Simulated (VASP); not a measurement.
Band structure of YbSb (space group Fm-3m). Computed with PBEsol GGA with spin-orbit coupling, VASP's PBE PAW potentials (set 64) (plane waves; VASP).

The 4f electrons are frozen in the core of the lanthanide potential, so 4f levels, which can set the real gap, and their magnetism are missing.

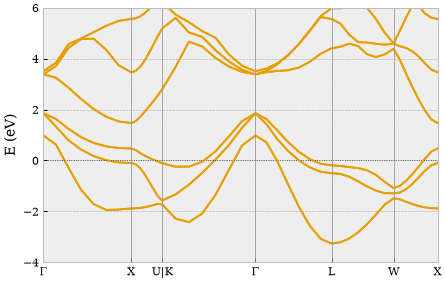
Figure: Bands along high-symmetry lines, zero at the valence-band maximum or, without a gap, the Fermi level

Q: Read the plot: is there a gap, and where are the band edges?

A: It has no gap at this level: it comes out as a metal or semimetal.

The structure comes from a measured YbSb entry (Fm-3m) of the Crystallography Open Database, whose conditions weren't checked. It was relaxed first, which changed the volume by +8 %.
